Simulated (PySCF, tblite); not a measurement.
**C5H8AlN: geometry, infrared bands and NMR shifts**

Aim: predict the infrared bands and NMR shifts of C5H8AlN (`C=[C]1CC#[N+][Al@H-]1[CH3]`).

The runs use tblite 0.8.0 and PySCF 2.14.0, with density-fitted response routines of our own; the level of theory stands in each step. All values are computed, except where a source is named. Atoms count from 0, in the outputs and in this text.

## (1) The molecule as given

15 atoms, charge 0, multiplicity 1; geometry from: force field or distance geometry start.

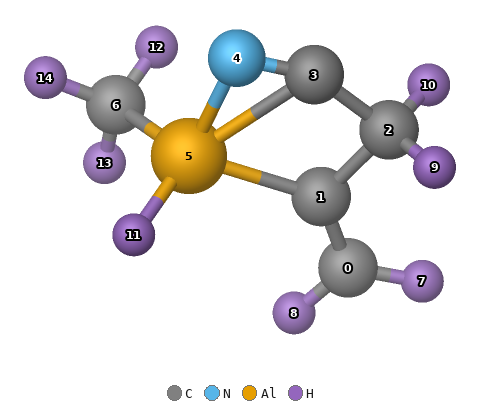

The starting geometry (carbon grey, nitrogen blue, aluminium amber, hydrogen purple), atoms numbered.

## (2) Geometry optimisation with GFN2-xTB

Job settings and geometry (Å):

```
{"job": {"kind": "relax", "xc": "GFN2-xTB", "basis": "xTB"}, "charge": 0, "multiplicity": 1}
C     -1.431400    -1.418700    -0.041100
C     -0.987700    -0.479700    -0.886000
C      0.237100    -0.619800    -1.755700
C      0.112600     0.701900    -2.363600
N     -0.383500     1.718400    -2.494700
Al    -1.726000     1.362300    -1.262700
C     -3.500500     1.253500    -2.145900
H     -0.923900    -2.364600     0.057300
H     -2.322900    -1.229300     0.554500
H      1.157400    -0.713800    -1.162200
H      0.097800    -1.420000    -2.517500
H     -1.668500     2.340500    -0.000200
H     -3.424800     0.628400    -3.046100
H     -4.225000     0.789000    -1.446100
H     -3.846100     2.278000    -2.414700
```

The run is started by

```console
> OMP_NUM_THREADS=1 python probes_run.py task.json out
```

One launch serves the whole session: the jobs run in the order shown.

Output:

```text
step      E/eV     max force
  0    -507.78422    4.282
  1    -507.72786    7.277
  2    -508.08804    1.909
  3    -508.16585    1.435
  4    -508.20288    0.755
  5    -508.22688    0.504
  6    -508.24060    0.438
  7    -508.25802    0.347
  8    -508.26901    0.229
  9    -508.27648    0.233
 10    -508.28306    0.269
 11    -508.28962    0.252
 12    -508.29642    0.253
 13    -508.30270    0.246
 14    -508.30846    0.220
 15    -508.31356    0.168
 16    -508.31752    0.148
 17    -508.32059    0.154
 18    -508.32339    0.136
 19    -508.32594    0.118
 20    -508.32796    0.095
 21    -508.32951    0.098
 22    -508.33104    0.110
 23    -508.33307    0.130
 24    -508.33550    0.117
 25    -508.33752    0.092
 26    -508.33861    0.072
 27    -508.33916    0.076
 28    -508.33962    0.060
 29    -508.33999    0.048
 30    -508.34022    0.035
 31    -508.34039    0.038
 32    -508.34060    0.050
 33    -508.34096    0.057
 34    -508.34147    0.067
 35    -508.34197    0.055
 36    -508.34235    0.050
 37    -508.34266    0.052
 38    -508.34302    0.055
 39    -508.34341    0.047
 40    -508.34371    0.041
 41    -508.34393    0.043
 42    -508.34419    0.049
 43    -508.34461    0.060
 44    -508.34522    0.067
 45    -508.34583    0.055
 46    -508.34620    0.038
 47    -508.34639    0.041
 48    -508.34656    0.040
 49    -508.34677    0.050
 50    -508.34696    0.041
 51    -508.34709    0.028
 52    -508.34717    0.024
 53    -508.34727    0.027
 54    -508.34739    0.031
 55    -508.34753    0.030
 56    -508.34766    0.042
 57    -508.34778    0.042
 58    -508.34792    0.041
 59    -508.34805    0.042
 60    -508.34814    0.026
 61    -508.34820    0.022
 62    -508.34827    0.021
 63    -508.34836    0.029
 64    -508.34846    0.032
 65    -508.34856    0.023
 66    -508.34864    0.021
 67    -508.34871    0.022
 68    -508.34877    0.027
 69    -508.34885    0.025
 70    -508.34892    0.018
 71    -508.34897    0.017
 72    -508.34901    0.015
 73    -508.34906    0.018
 74    -508.34911    0.019
 75    -508.34918    0.025
 76    -508.34924    0.021
 77    -508.34927    0.010
```

Run time: 0.79 s. Hardware: 1 thread of Arm Neoverse N1, shared host.

Relaxation path: (not every step is listed) (the energy doesn't fall at every step)

```csv
step,energy from step 0 (eV),largest force (eV/Å)
0,0.0000,4.2824
1,0.0564,7.2767
2,-0.3038,1.9094
3,-0.3816,1.4351
4,-0.4187,0.7555
5,-0.4427,0.5044
6,-0.4564,0.4379
7,-0.4738,0.3466
8,-0.4848,0.2287
14,-0.5242,0.2197
20,-0.5437,0.0949
26,-0.5544,0.0717
32,-0.5564,0.0496
38,-0.5588,0.0551
44,-0.5610,0.0671
50,-0.5627,0.0410
56,-0.5634,0.0420
62,-0.5641,0.0208
68,-0.5645,0.0270
72,-0.5648,0.0154
73,-0.5648,0.0176
74,-0.5649,0.0194
75,-0.5650,0.0252
76,-0.5650,0.0206
77,-0.5650,0.0096
```

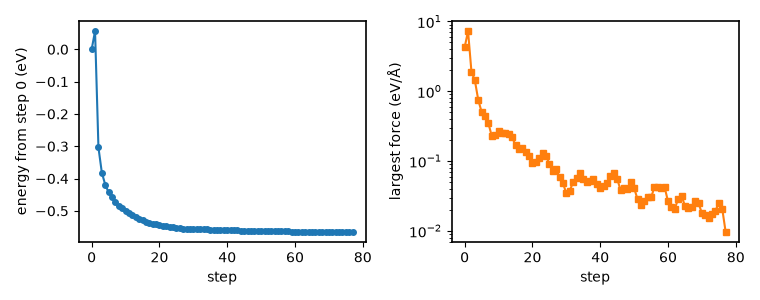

Energy and largest force along the relaxation.

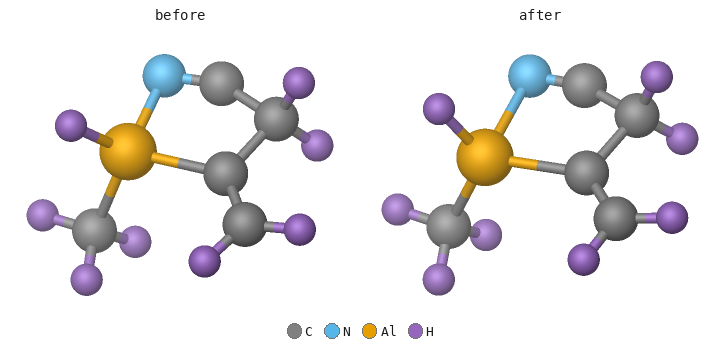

Before and after, at one scale.

Close pairs (by a distance rule), those that changed most:

```csv
bond,before (Å),after (Å),change (Å)
N4–Al5,1.857,2.114,+0.258
C3–Al5,2.242,2.387,+0.145
C1–Al5,2.020,2.074,+0.055
Al5–H11,1.598,1.544,-0.054
C1–C2,1.509,1.555,+0.046
C2–C3,1.460,1.417,-0.043
C2–H10,1.114,1.091,-0.022
C6–H14,1.114,1.095,-0.019
```

The final coordinates are the input of the step that follows.

## (3) Infrared spectrum with GFN2-xTB

Job settings and geometry (Å):

```
{"job": {"kind": "ir", "xc": "GFN2-xTB", "basis": "xTB"}, "charge": 0, "multiplicity": 1}
C     -1.304589    -1.552716     0.005642
C     -1.034729    -0.511015    -0.775898
C      0.227405    -0.612985    -1.678247
C      0.029381     0.626372    -2.335903
N     -0.443715     1.640915    -2.630010
Al    -1.915745     1.330553    -1.144303
C     -3.592778     1.391865    -2.204707
H     -0.696989    -2.450246     0.049740
H     -2.166735    -1.538679     0.652003
H      1.154216    -0.636895    -1.102547
H      0.198024    -1.464062    -2.360724
H     -1.433997     2.391195    -0.130240
H     -3.521671     0.855044    -3.157760
H     -4.432465     0.943176    -1.663595
H     -3.901069     2.413705    -2.447949
```

Output:

```text
mode    cm-1     km/mol
  1     -57.7      0.22
  2      21.5      2.82
  3      78.2      1.34
  4     121.1      0.34
  5     249.9      2.60
  6     256.8      8.56
  7     268.9     27.42
  8     312.0      6.96
  9     353.5      0.48
 10     439.8     16.16
 11     470.4     31.14
 12     496.2     62.47
 13     530.7     27.30
 14     587.3    247.79
 15     607.9    115.15
 16     636.5     16.37
 17     674.5    387.16
 18     868.0     51.67
 19     893.1      0.48
 20     912.2     26.57
 21    1008.3     22.89
 22    1051.3      0.45
 23    1079.1     30.64
 24    1194.4      3.78
 25    1311.0      5.51
 26    1388.6     21.03
 27    1410.3      0.40
 28    1455.1      0.14
 29    1459.5      0.54
 30    1639.2      8.77
 31    1785.1    338.59
 32    2290.5    277.06
 33    2916.6     37.93
 34    2928.1     41.14
 35    2941.0     12.50
 36    2960.6      5.80
 37    2971.5      6.17
 38    3008.6     69.83
 39    3101.3     21.20
```

Wall time 0.79 s (1 thread of Arm Neoverse N1, shared host).

The strongest bands and the atoms that carry them (share of the mass-weighted mode):

```csv
cm⁻¹,km/mol,atoms
496,62.5,"H11 28 %, C3 17 %, C1 11 %, H14 11 %"
587,247.8,"H11 31 %, H13 25 %, C6 13 %, Al5 11 %"
608,115.2,"C6 32 %, H12 27 %, H11 22 %, Al5 14 %"
674,387.2,"Al5 35 %, H11 23 %, C6 19 %"
868,51.7,"C2 38 %, C1 27 %, H8 11 %"
1785,338.6,H11 96 %
2290,277.1,"C3 60 %, N4 38 %"
3009,69.8,H7 92 %
```

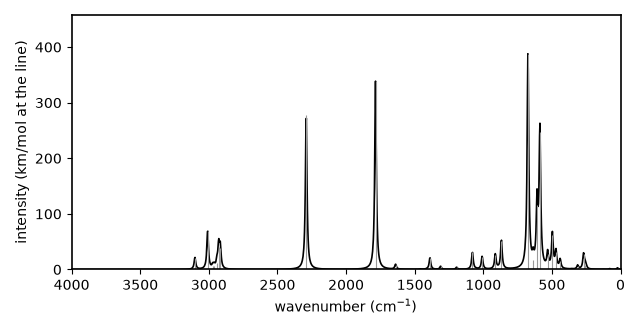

The infrared spectrum from these modes, unscaled. Lines are broadened to a width of 14 cm⁻¹ (Lorentzian).

## (4) NMR shieldings: PBE0/pcSseg-1

The job, as its differences from that of step 3:

```diff
@@ -1,2 +1,2 @@
-{"job": {"kind": "ir", "xc": "GFN2-xTB", "basis": "xTB"}, "charge": 0, "multiplicity": 1}
+{"job": {"kind": "nmr", "xc": "PBE0", "basis": "pcSseg-1"}, "charge": 0, "multiplicity": 1}
 C     -1.304589    -1.552716     0.005642
```

Method: GIAO PBE0/pcSseg-1 NMR shielding, non-relativistic, gas phase.

Output:

```text
coarse grid: 13080 points
cycle   1  E = -491.8851527440  dE =  7.707e-01  |g| = 5.793e-01  |ddm| = 3.549e+00
cycle   2  E = -491.7545507776  dE =  1.306e-01  |g| = 9.728e-01  |ddm| = 1.261e+00
cycle   3  E = -491.9630464613  dE = -2.085e-01  |g| = 2.232e-01  |ddm| = 7.707e-01
cycle   4  E = -491.9738529515  dE = -1.081e-02  |g| = 4.707e-02  |ddm| = 1.798e-01
cycle   5  E = -491.9743489553  dE = -4.960e-04  |g| = 1.286e-02  |ddm| = 4.540e-02
cycle   6  E = -491.9743830333  dE = -3.408e-05  |g| = 5.295e-03  |ddm| = 1.215e-02
cycle   7  E = -491.9743901845  dE = -7.151e-06  |g| = 1.108e-03  |ddm| = 5.079e-03
final grid: 121904 points
cycle   8  E = -492.0149662802  dE = -2.408e-05  |g| = 6.604e-03  |ddm| = 2.429e-02
cycle   9  E = -492.0149632054  dE =  3.075e-06  |g| = 7.485e-03  |ddm| = 1.124e-02
cycle  10  E = -492.0149774919  dE = -1.429e-05  |g| = 8.445e-04  |ddm| = 5.985e-03
cycle  11  E = -492.0149776437  dE = -1.518e-07  |g| = 3.658e-04  |ddm| = 9.173e-04
cycle  12  E = -492.0149776714  dE = -2.767e-08  |g| = 1.073e-04  |ddm| = 3.068e-04
cycle  13  E = -492.0149776737  dE = -2.279e-09  |g| = 3.830e-05  |ddm| = 9.663e-05
cycle  14  E = -492.0149776740  dE = -3.058e-10  |g| = 1.231e-05  |ddm| = 3.258e-05
converged SCF energy = -492.0149776740

GIAO shielding tensors (ppm)
atom      isotropic    diamagn.    paramagn.     s11        s22        s33       span
  0 C       48.895     254.346    -205.450    -74.121     69.389    151.418    225.539
  1 C       24.637     264.322    -239.685   -102.569     24.437    152.043    254.612
  2 C      163.627     255.135     -91.508    152.778    162.007    176.095     23.317
  3 C       37.251     268.590    -231.339    -98.220    -67.366    277.338    375.558
  4 N       -8.264     338.420    -346.684   -205.394    -77.873    258.475    463.869
  5 Al     413.388     799.389    -386.001    337.272    383.772    519.119    181.847
  6 C      195.521     249.275     -53.754    191.336    196.381    198.846      7.510
  7 H       25.459      31.976      -6.517     21.549     25.020     29.808      8.260
  8 H       25.679      31.833      -6.154     22.319     24.802     29.916      7.597
  9 H       28.431      32.541      -4.110     24.634     26.608     34.051      9.417
 10 H       28.510      28.957      -0.447     25.044     26.657     33.828      8.784
 11 H       27.184      32.039      -4.855     24.102     25.052     32.398      8.296
 12 H       31.979      28.978       3.001     27.589     29.721     38.628     11.039
 13 H       32.076      29.075       3.001     27.771     29.073     39.384     11.613
 14 H       31.697      27.271       4.426     27.588     28.329     39.174     11.586
```

It took 50 s on 1 thread of Arm Neoverse N1, shared host; peak memory 0.75 GiB.

Shifts follow as δ = σ(reference) − σ, with reference shieldings (ppm) from runs at the same level and on the same kind of geometry: 1H TMS 31.72, 13C TMS 186.9, 15N NH3 267.7, 27Al AlH4- 490.0. The references are single molecules in the gas phase, so shifts against H2O, NH3, PH3, H3PO4 or CFCl3 are not on the usual liquid scales and can be off by tens of ppm. Shifts against hydride references such as AlH4− lie on their own scale. Atoms listed in one row are averaged.

```csv
atoms,environment,σ (ppm),δ (ppm)
C1,fully substituted alkene carbon,24.6,162.3
C3,nitrilium-type carbon,37.3,149.7
C0,terminal =CH2 carbon,48.9,138.0
C2,allylic sp3 CH2,163.6,23.3
C6,methyl carbon bonded to Al,195.5,-8.6
H7,hydrogen on a terminal =CH2 carbon,25.46,6.26
H8,hydrogen on a terminal =CH2 carbon,25.68,6.04
H11,"hydrogen on an aluminium bonded to 2 C, N, in a 5-membered ring",27.18,4.53
H9,hydrogen on an allylic sp3 CH2,28.43,3.29
H10,hydrogen on an allylic sp3 CH2,28.51,3.21
"H12, H13, H14",hydrogen on a methyl carbon bonded to Al,31.92,-0.20
N4,donor nitrogen of a Lewis adduct,-8.3,276.0
Al5,"aluminium bonded to 2 C, N, H, in a 5-membered ring",413.4,76.6
```

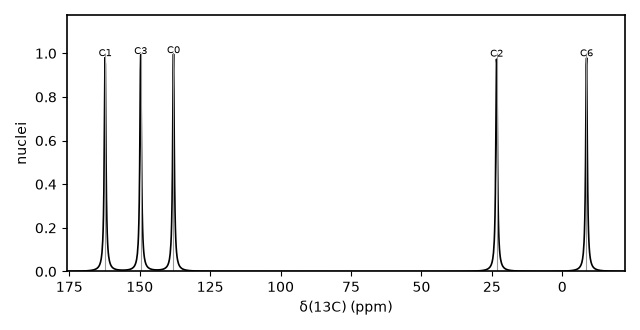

13C lines at the computed shifts, without couplings. Lines are broadened to a width of 0.68 ppm (Lorentzian).

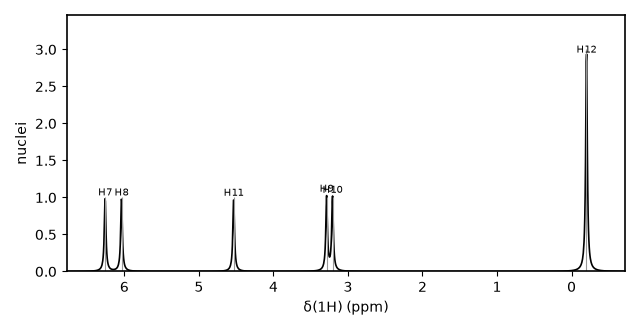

1H lines at the computed shifts, without couplings. Lines are broadened to a width of 0.03 ppm (Lorentzian).

Charges from the same density, by scheme (e):

```csv
atoms,Mulliken,IAO,Hirshfeld,ESP fit
C0,-0.12,-0.31,-0.11,-0.49
C1,-0.57,-0.29,-0.13,-0.18
C2,-0.12,-0.30,-0.04,-0.37
C3,0.24,0.24,0.17,0.42
N4,-0.37,-0.24,-0.14,-0.41
Al5,0.91,0.81,0.41,0.84
C6,-0.70,-0.79,-0.28,-0.71
```

Mulliken charges:

C0 -0.12; C1 -0.57; C2 -0.12; C3 0.24; N4 -0.37; Al5 0.91; C6 -0.70; H7 0.10; H8 0.12; H9 0.19; H10 0.19; H11 -0.23; H12 0.12; H13 0.12; H14 0.13

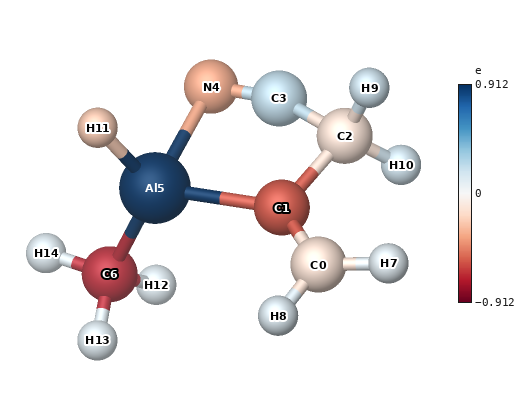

Mulliken charges, as colours on the atoms.

Mayer bond orders: C0–C1 2.08, C1–C2 0.92, C2–C3 1.08, C3–N4 2.57, N4–Al5 0.32, Al5–C6 0.88, Al5–C1 0.61.

Ring of atoms C1, C2, C3, N4, Al5: NICS(0) -1.9, NICS(1) -0.9, NICS(1)zz 1.3 ppm (means of both faces).

Orbitals, density, ELF and potential are computed afterwards from the orbital file.

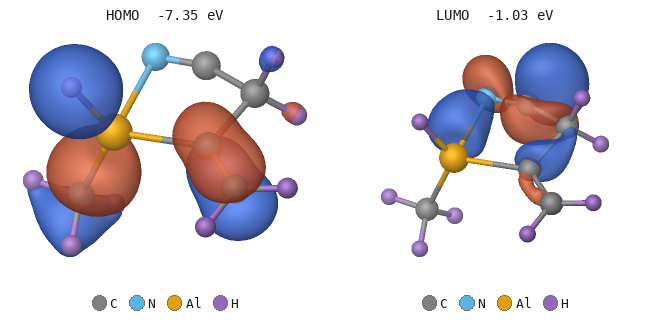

PBE0/pcSseg-1 orbitals near the gap, drawn at the value that encloses 70 % of each; the two colours are the two signs.

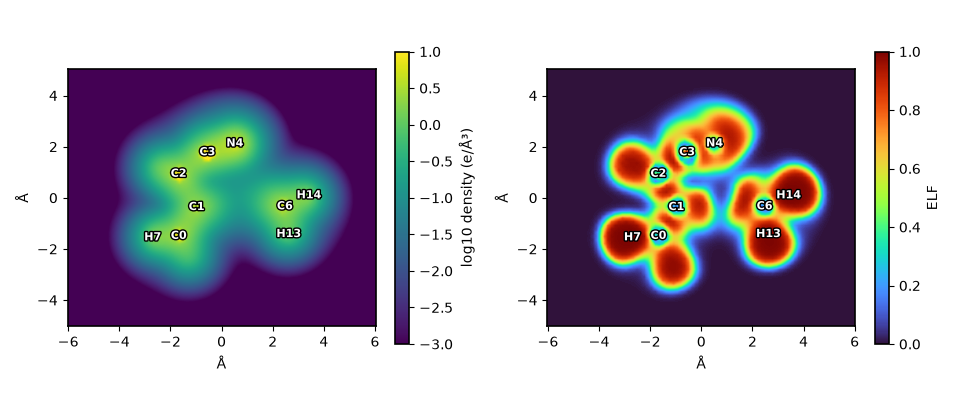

Density (left) and ELF (right) in a plane through or near 9 of the atoms.

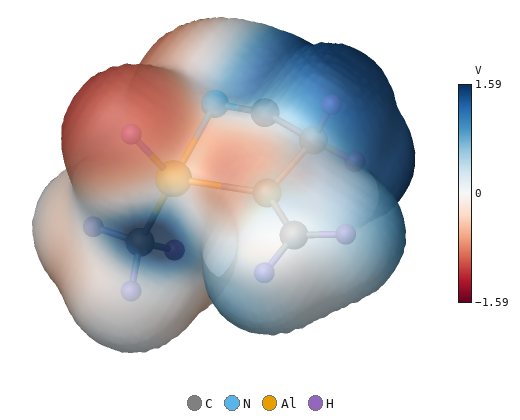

Electrostatic potential on the surface of density 0.002 e/bohr³; red is low, blue high. It runs from -1.02 to 1.59 V.

## (5) Outcome

| quantity | value |
| --- | --- |
| strongest single infrared mode (GFN2-xTB) | 674 cm⁻¹, 387 km/mol |
| zero-point energy (GFN2-xTB) | 66.7 kcal/mol |
| 13C shifts against TMS (PBE0/pcSseg-1) | 162.3, 149.7, 138.0, 23.3, -8.6 ppm |
| 1H shifts against TMS (PBE0/pcSseg-1, means over atoms taken as alike) | 6.26, 6.04, 4.53, 3.29, 3.21, -0.20 ppm |
| 15N shifts against NH3 (PBE0/pcSseg-1) | 276.0 ppm |
| 27Al shifts against AlH4- (PBE0/pcSseg-1) | 76.6 ppm |
| surface potential, least and greatest | -1.02 V and 1.59 V |

Over 77 steps the energy fell by 0.565 eV; of the close pairs, N4–Al5 changed most, 1.857 to 2.114 Å. The lowest mode is imaginary (58i cm⁻¹), so the xTB geometry is not a minimum. The strongest single mode, at 674 cm⁻¹, is spread over several atoms, Al5, H11, C6 among them. Unscaled tight-binding wavenumbers are off by several per cent, some by more. Its intensities can rank the bands wrongly. The most deshielded carbon is C1 (fully substituted alkene carbon), at 162.3 ppm: an sp2 carbon of a C=C bond. At PBE0/pcSseg-1: The largest span, 464 ppm, is at N4, where the paramagnetic term is -347 ppm. By nearest atom (PBE0/pcSseg-1), the HOMO sits on H11 23 %; C0, C6 about 19 % each and the LUMO on C3 46 %; N4 24 %.
